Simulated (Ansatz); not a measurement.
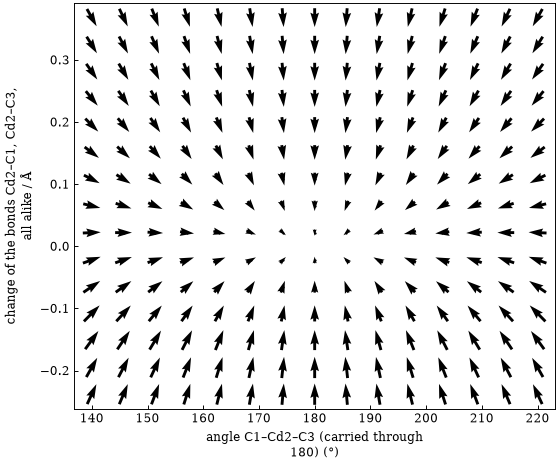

C₂H₆Cd, SMILES [CH3][Cd][CH3]. 
- The first coordinate is: angle C1–Cd2–C3 (carried through 180); the second: change of the bonds Cd2–C1, Cd2–C3, all alike.
- Nothing is relaxed (all other coordinates rigid).
- The scan uses a 15 × 15 grid.
- Points are written as (first, second).
- These are results of RHF/def2-TZVP in Ansatz, not measurements.

The picture shows dots at the grid points, arrows along the force (downhill), their lengths compressed.

The arrows alone are given. Where is the energy lowest?

The arrows converge at about (180°, 0.000 Å) (read from the interpolated surface).

The energy map of the same scan:

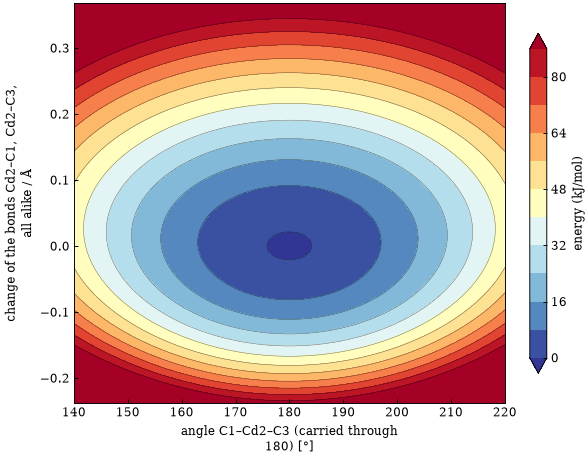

Energies are in kJ/mol, from the lowest grid point; between grid points the surface is interpolated.
